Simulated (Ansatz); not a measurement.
# Cl$_{2}$FGa···C$_{2}$H$_{6}$: what the fields show

```xyz
12

Ga   -0.1069   -0.3741   -0.3919
C     0.0580   -0.2834    2.7825
H    -0.8585   -0.4965    3.3704
H     0.9176   -0.7373    3.3209
C     0.2596    1.2181    2.5649
H     0.3579    1.7485    3.5369
H     1.1771    1.4319    1.9794
H    -0.5984    1.6802    2.0284
Cl    1.8316    0.4129   -0.8401
Cl   -1.9110    0.7466   -0.6729
F    -0.2409   -2.0368    0.0718
H    -0.0474   -0.8943    1.8541
```

Not at a stationary point (largest force 1.0 eV/Å).

Theory: RKS PBE/def2-SVP (Ansatz 0.2.0).

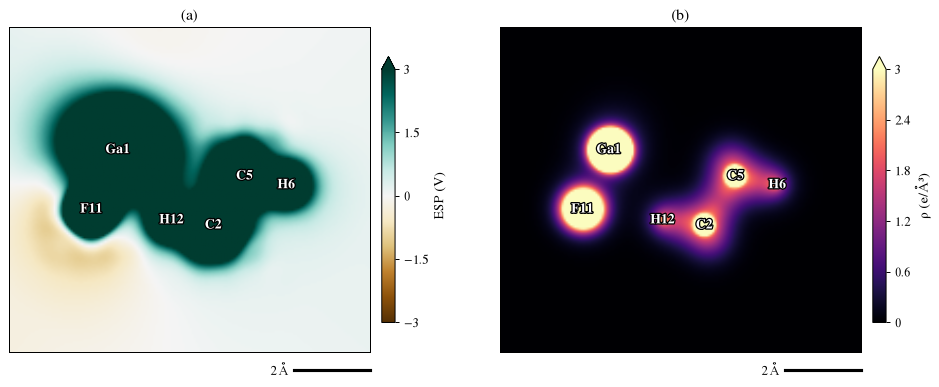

Figure 1. (a) electrostatic potential; (b) electron density on the plane of atoms C5, C2 and H12.

What does the map show?

- The section cuts through Ga, C, H and F sites.
- Ga1···H12 (2.31 Å): the density falls to about 0.13 e/Å³ on the way.
- C–C (1.53 Å): ρ at the midpoint is about 1.6 e/Å³.
- Ga–F (1.73 Å): the density is about 0.87 e/Å³ at the midpoint.
- C–H (1.12 Å): ρ is about 1.8 e/Å³ halfway.
- Outside the dense part of the complex the potential is most negative (−1.0 V) near F11.

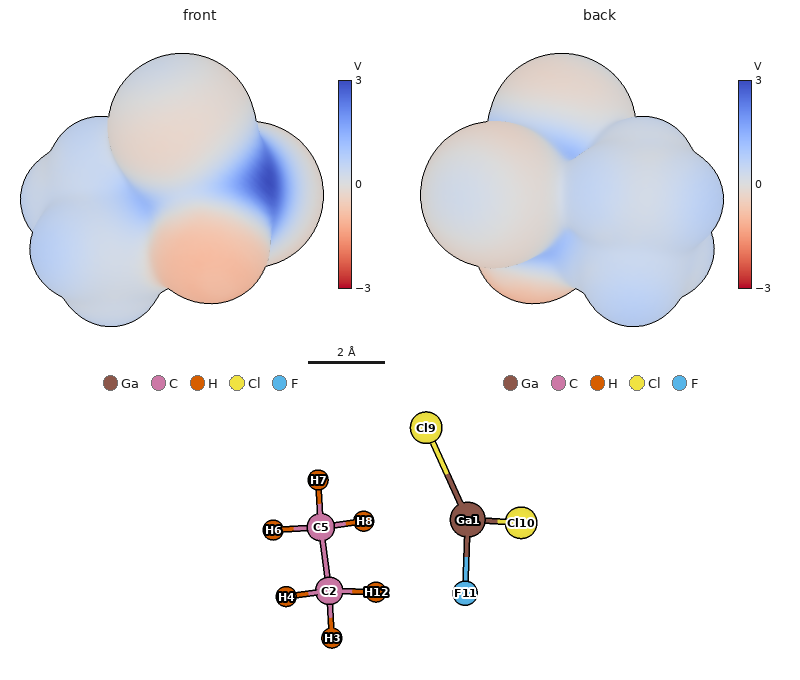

Figure 2. The electrostatic potential painted on the density surface at 0.002 e/bohr³, seen from the front and from behind; red is negative and blue positive. The bare structure is drawn below in the same view.

Which sites attract a positive test charge, and which a negative one?

A positive charge is drawn to the negative regions and a negative charge to the positive ones. The most negative region (about −0.9 V) lies over F11, the most positive (about +2.8 V) over Ga1.

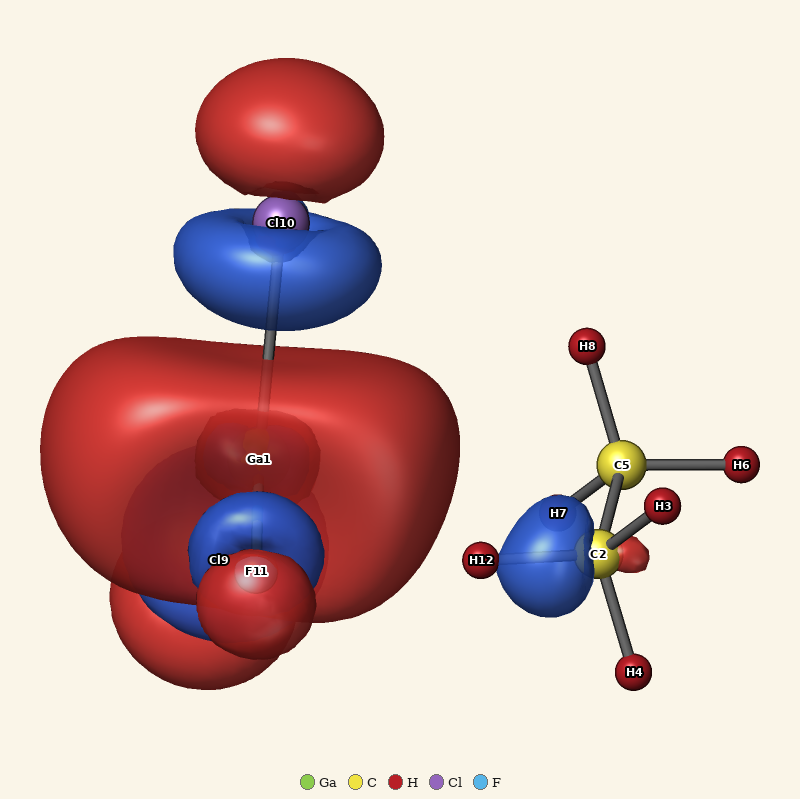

Figure 3. The LUMO at ±0.1 Å⁻³ᐟ² (red and blue are the two phases), seen at an oblique angle.

Where does this orbital lie, and at what energy?

By Hirshfeld shares it lies mainly on Ga1 (about 45 %), Cl9 (about 20 %), Cl10 (about 20 %) and F11 (about 10 %). Its energy is −2.83 eV.

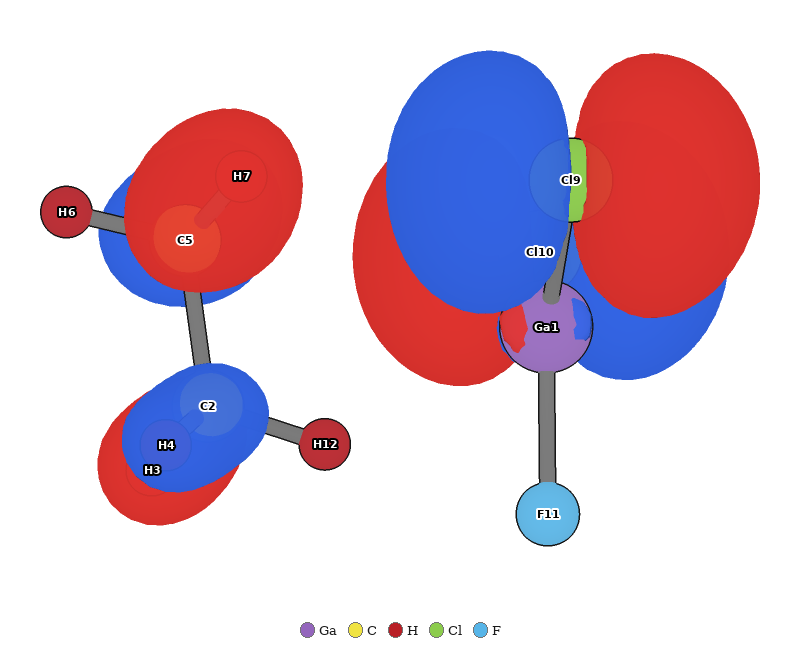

Figure 4. The HOMO−1 at ±0.08 Å⁻³ᐟ² (blue and red are the two phases), seen across its widest extent.

Describe this orbital and give its energy.

By Hirshfeld shares it lies mainly on Cl9 (about 40 %) and Cl10 (about 40 %); largely a combination of lone pairs on Cl9 and Cl10. Its energy is −8.06 eV.
